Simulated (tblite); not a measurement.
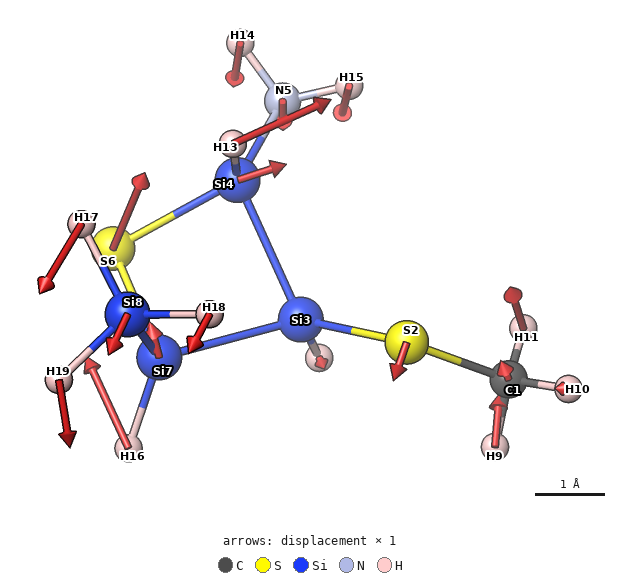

This is a relaxation of CH$_{11}$NS$_{2}$Si$_{4}$. The starting structure is drawn; red arrows show the displacements, at their true length. The two geometries are superimposed by the best rigid fit.

A ball-and-stick model, seen at a tilt.

Level of theory: GFN2-xTB geometry optimisation, gas phase (tblite 0.8.0). 

Question: What happened in the run?

Answer: The energy falls by 23.8 kcal/mol in 205 geometry steps. The largest moves after the best rigid fit, 1.69 Å, are those of S and H atoms. Largest moves by element: S 1.69 Å, H 1.68 Å, Si 0.77 Å, N 0.72 Å, C 0.36 Å. Among the contacts that change: Si–Si 2.249 → 2.350 Å, Si–Si 2.238 → 2.333 Å, S–Si 2.104 → 2.166 Å, S–Si 2.157 → 2.204 Å. Bond angles that change, for instance: Si–Si–H 110.1° → 125.5°, S–Si–H 115.6° → 102.3°, Si–Si–H 110.6° → 123.4°. Groups turn about Si–Si by about 45°, S–Si by about 45°, S–Si by about 40°.
